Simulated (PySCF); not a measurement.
**AlH2O (SMILES [O][AlH2]): UMP2/STO-3G**

Aim: the vertical ionisation energy of AlH2O at UMP2/STO-3G, from 2 runs. Input form: a Python script.

The calculation is run with PySCF 2.14.0.

7 further runs of the same task are left out: 7 set aside as unsound or not needed.

## Step 1: The structure to begin with

AlH2O: 4 atoms, total charge 0, spin state doublet. As SMILES, `[O][AlH2]`. The coordinates come from a PBE0-D4/def2-TZVP relaxation.

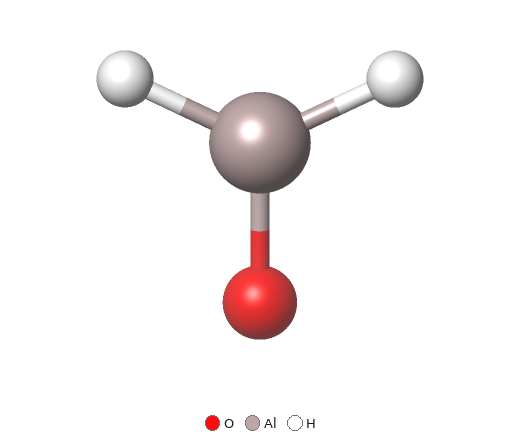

Viewed from a chosen angle; oxygen red, aluminium light grey, hydrogen white.

## Step 2: The energy at UMP2/STO-3G

Input file geometry.xyz:

```xyz
4
AlH2O
O      0.062600    -0.856300     1.401400
Al     0.011300     0.029900    -0.080400
H     -1.149600    -0.360800    -1.076000
H      1.131100     1.126800    -0.265300
```

Input file run.py:

```python
from pyscf import gto, scf, mp

molecule = gto.Mole()
molecule.atom = 'geometry.xyz'
molecule.charge = 0
molecule.verbose = 4
molecule.basis = 'sto-3g'
molecule.max_memory = 1860
molecule.spin = 1
molecule.build()

mf = scf.UHF(molecule)
mf.conv_tol = 1e-10
mf.kernel()
if not mf.converged:
    mf = mf.newton().run(mf.mo_coeff, mf.mo_occ)

pt = mp.MP2(mf, frozen=6).run()
etot = pt.e_tot
print(f'total energy: {etot:.8f} hartree')
```

Started as:

```console
$ OMP_NUM_THREADS=1 python run.py
```

Log:

```text
PySCF version 2.14.0

[INPUT] num. atoms = 4
[INPUT] num. electrons = 23
[INPUT] charge = 0
[INPUT] spin (= nelec alpha-beta = 2S) = 1
[INPUT] symmetry False subgroup None
[INPUT] Mole.unit = angstrom
[INPUT] Symbol           X                Y                Z      unit          X                Y                Z       unit  Magmom
[INPUT]  1 O      0.062600000000  -0.856300000000   1.401400000000 AA    0.118296855398  -1.618172480465   2.648262190965 Bohr   0.0
[INPUT]  2 Al     0.011300000000   0.029900000000  -0.080400000000 AA    0.021353905208   0.056502811124  -0.151933980415 Bohr   0.0
[INPUT]  3 H     -1.149600000000  -0.360800000000  -1.076000000000 AA   -2.172429152800  -0.681813185743  -2.033345310032 Bohr   0.0
[INPUT]  4 H      1.131100000000   1.126800000000  -0.265300000000 AA    2.137469219496   2.129343397160  -0.501344340847 Bohr   0.0

nuclear repulsion = 43.7851309922096
number of shells = 10
number of NR pGTOs = 48
number of NR cGTOs = 16
basis = sto-3g
ecp = {}

[... 73 lines left out ...]
converged SCF energy = -314.004283492821  <S^2> = 0.75620048  2S+1 = 2.0061909
[... 1 line left out ...]
******** <class 'pyscf.mp.ump2.UMP2'> ********
nocc = (np.int64(6), np.int64(5)), nmo = (10, 10)
frozen orbitals 6
E(UMP2) = -314.05091462882  E_corr = -0.0466311359985067
E(SCS-UMP2) = -314.056102783613  E_corr = -0.0518192907921386
E_corr(same-spin) = -0.00477469893008021
E_corr(oppo-spin) = -0.0418564370684265
total energy: -314.05091463 hartree
```

Wall time 0.54 s (1 thread of Arm Neoverse V2, shared host); peak memory 0.12 GiB.

## Step 3: The singlet cation

Input file job.py:

```python
from pyscf import gto, mp

mol = gto.M(
    atom='''
O      0.118297    -1.618172     2.648262
Al     0.021354     0.056503    -0.151934
H     -2.172429    -0.681813    -2.033345
H      2.137469     2.129343    -0.501344
''',
    unit='bohr',
    max_memory=1860,
    charge=1,
    spin=0,
    basis='sto-3g',
    verbose=3,
)

hf = mol.RHF()
hf.conv_tol = 1e-10
hf.kernel()
if not hf.converged:
    hf = hf.newton().run(hf.mo_coeff, hf.mo_occ)

pt = mp.MP2(hf, frozen=6).run()
etot = pt.e_tot
print('E = %.10f Eh' % etot)
```

Started as:

```console
$ OMP_NUM_THREADS=1 python job.py
```

Log:

```text
converged SCF energy = -313.666942536056
E(RMP2) = -313.723546179564  E_corr = -0.0566036435074187
E(SCS-RMP2) = -313.731037880309  E_corr = -0.0640953442530039
E = -313.7235461796 Eh
```

Wall time 0.56 s (1 thread of Arm Neoverse V2, shared host); peak memory 0.12 GiB.

## Step 4: Summary of results

At UMP2/STO-3G, 6 core orbitals frozen:

| quantity | value |
| --- | --- |
| doublet AlH2O: total energy | -314.05091 Eh |
| doublet AlH2O: dipole moment (Hartree–Fock density) | 1.20 D |
| doublet AlH2O: HOMO energy (Hartree–Fock orbitals) (highest over α and β) | -8.20 eV |
| doublet AlH2O: LUMO energy (Hartree–Fock orbitals) (lowest over α and β) | 9.20 eV |
| doublet AlH2O: correlation energy (6 core orbitals frozen) | -46.6 mEh |
| doublet AlH2O: ⟨S²⟩ of the reference determinant | 0.756 |
| singlet cation: total energy | -313.72355 Eh |
| singlet cation: HOMO energy (Hartree–Fock orbitals) | -17.02 eV |
| singlet cation: LUMO energy (Hartree–Fock orbitals) | -6.72 eV |
| singlet cation: HOMO–LUMO gap (Hartree–Fock orbitals) | 10.29 eV |
| singlet cation: correlation energy (6 core orbitals frozen) | -56.6 mEh |
| vertical ionisation energy (to the singlet cation) | 8.908 eV |

In words: The vertical ionisation energy comes to 8.91 eV (860 kJ/mol). Only the singlet of the ionised species was computed; a triplet could lie lower. In a minimal basis such a difference can be off by several eV, whatever the method.
